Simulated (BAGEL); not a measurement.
**Cl2 (chlorine): CASPT2(14,8)/6-31G(d) (density fitting with cc-pvqz-jkfit, spherical functions)**

What is the energy change on altering one bond length of Cl2 (chlorine) at CASPT2(14,8)/6-31G* (density fitting with cc-pvqz-jkfit, spherical functions)? 

The results are computed with BAGEL 1.2.2.

8 further runs of the same task are left out: 8 set aside as unsound or not needed.

## 1. The structure to begin with

Cl2: 2 atoms, total charge 0, spin state singlet. As SMILES, `ClCl`. The shape is that of a PBE0-D4/def2-TZVP optimisation.

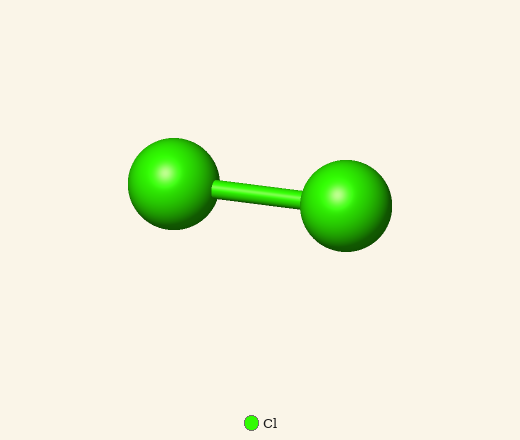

The structure, seen from a chosen angle (chlorine green).

## 2. A single-point energy at CASPT2(14,8)/6-31G(d) (density fitting with cc-pvqz-jkfit, spherical functions)

Input file job.json:

```json
{ "bagel" : [

{
  "title" : "molecule",
  "basis" : "6-31gs.json",
  "df_basis" : "cc-pvqz-jkfit",
  "angstrom" : "true",
  "geometry" : [
    { "atom" : "Cl", "xyz" : [       0.845690,      -0.281600,       0.433600 ] },
    { "atom" : "Cl", "xyz" : [      -0.845690,       0.281600,      -0.433600 ] }
  ]
},

{
  "title" : "hf"
},

{
  "title" : "casscf",
  "nstate" : 1,
  "nact" : 8,
  "nclosed" : 10,
  "maxiter" : 200,
  "natocc" : "true"
},

{
  "title" : "print",
  "file" : "orbitals.molden",
  "orbitals" : "true"
},

{
  "title" : "smith",
  "method" : "caspt2",
  "ms" : "true",
  "xms" : "true",
  "sssr" : "true",
  "shift" : 0.0,
  "ncore" : 10
}

]}
```

The basis set 6-31G* is read from a file made from the Basis Set Exchange's data (not shown).

On the command line:

```console
$ BAGEL_NUM_THREADS=1 BAGEL job.json > job.out
```

Output:

```text
* using 1 threads per process

  ===============================================================
  ===============================================================

  *** Geometry ***

  { "atom" : "Cl", "xyz" : [      1.598122,     -0.532147,      0.819385 ] },
  { "atom" : "Cl", "xyz" : [     -1.598122,      0.532147,     -0.819385 ] },

  Number of auxiliary basis functions:      296

  Since a DF basis is specified, we compute 2- and 3-index integrals:
    o Being stored without compression. Storage requirement is 0.003 GB

  Number of basis functions:       36
  Number of electrons      :       34

    * METHOD: MOLECULE                             0.05

  *** RHF ***

  === Nuclear Repulsion ===
    77.1441325765

      * DIIS with orbital gradients will be used.

[... 6 lines left out ...]
    * SCF iteration converged.
[... 1 line left out ...]
    * Permanent dipole moment:
[... 22 lines left out ...]
    * Second-order optimization converged. *
[... 11 lines left out ...]
     * ci vector, state   0, <S^2> = 0.0000
       2222222.    -0.9872972058
       222222.2     0.1500524022

    * METHOD: CASSCF                               0.67

    * METHOD: PRINT                                0.00

  === SMITH program ===

    * freezing 10 orbitals

    * Approximate memory requirement for SMITH calulation per MPI process:
      o Storage requirement for T-amplitude, lambda, and residual is 0.00 GB
      o Storage requirement for MO integrals is 0.00 GB
    * Calculating and saving rdm4f

    * Zeroth order energy : state  0       -9.7265782503

    * CASPT2 iteration is performed using redundant basis

      ---- iteration ----

        0    -0.23501103     0.00609520      0.13
        1    -0.23535959     0.00033863      0.13
        2    -0.23536164     0.00001602      0.13
        3    -0.23536165     0.00000121      0.13
        4    -0.23536165     0.00000008      0.12

      -------------------

    * CASPT2 energy : state  0     -919.1693299336
        reference weight              0.9231783542

    * METHOD: SMITH                                1.27

  ===============================================================
```

Wall time 2.4 s (1 thread of Arm Neoverse V2, shared host).

## 3. The distorted shape

Input file input.json:

```json
{ "bagel": [

{
  "title": "molecule",
  "basis": "6-31gs.json",
  "df_basis": "cc-pvqz-jkfit",
  "angstrom": true,
  "geometry": [
    { "atom": "Cl", "xyz": [       1.099410,      -0.366084,       0.563687 ] },
    { "atom": "Cl", "xyz": [      -0.845690,       0.281600,      -0.433600 ] }
  ]
},

{ "title": "hf", "charge": 0 },

{ "title": "casscf", "nstate": 1, "nact": 8, "nclosed": 10, "charge": 0, "maxiter": 200, "natocc": true },

{ "title": "print", "file": "orbitals.molden", "orbitals": true },

{ "title": "smith", "method": "caspt2", "ms": true, "xms": true, "sssr": true, "shift": 0.0, "ncore": 10 }

]}
```

The basis set 6-31G* is read from a file made from the Basis Set Exchange's data (not shown).

On the command line:

```console
$ BAGEL_NUM_THREADS=1 BAGEL input.json > input.out
```

Output:

```text
* using 1 threads per process

  ===============================================================
  ===============================================================

  *** Geometry ***

  { "atom" : "Cl", "xyz" : [      2.077584,     -0.691798,      1.065214 ] },
  { "atom" : "Cl", "xyz" : [     -1.598122,      0.532147,     -0.819385 ] },

  Number of auxiliary basis functions:      296

  Since a DF basis is specified, we compute 2- and 3-index integrals:
    o Being stored without compression. Storage requirement is 0.003 GB

  Number of basis functions:       36
  Number of electrons      :       34

    * METHOD: MOLECULE                             0.05

  *** RHF ***

  === Nuclear Repulsion ===
    67.0814045160

      * DIIS with orbital gradients will be used.

[... 6 lines left out ...]
    * SCF iteration converged.
[... 1 line left out ...]
    * Permanent dipole moment:
[... 22 lines left out ...]
    * Second-order optimization converged. *
[... 11 lines left out ...]
     * ci vector, state   0, <S^2> = -0.0000
       2222222.    -0.9666812764
       222222.2     0.2498560429

    * METHOD: CASSCF                               0.59

    * METHOD: PRINT                                0.00

  === SMITH program ===

    * freezing 10 orbitals

    * Approximate memory requirement for SMITH calulation per MPI process:
      o Storage requirement for T-amplitude, lambda, and residual is 0.00 GB
      o Storage requirement for MO integrals is 0.00 GB
    * Calculating and saving rdm4f

    * Zeroth order energy : state  0       -9.4491823915

    * CASPT2 iteration is performed using redundant basis

      ---- iteration ----

        0    -0.23101574     0.00416320      0.12
        1    -0.23118806     0.00016110      0.12
        2    -0.23118859     0.00000730      0.13
        3    -0.23118859     0.00000036      0.12

      -------------------

    * CASPT2 energy : state  0     -919.1602270232
        reference weight              0.9230400112

    * METHOD: SMITH                                1.14

  ===============================================================
```

Run time: 2.2 s. Hardware: 1 thread of Arm Neoverse V2, shared host.

## 4. What came out

At CASPT2(14,8)/6-31G* (density fitting with cc-pvqz-jkfit, spherical functions), 10 core orbitals frozen:

| quantity | value |
| --- | --- |
| first shape: total energy | -919.16933 Eh |
| distorted shape: total energy | -919.16023 Eh |
| energy change with the Cl1–Cl2 bond stretched from 1.982 to 2.280 Å | 0.248 eV |

In words: With the Cl1–Cl2 bond stretched from 1.982 to 2.280 Å the energy rises by 0.25 eV (23.9 kJ/mol). The first shape isn't relaxed at this level, so the change isn't measured from a minimum.
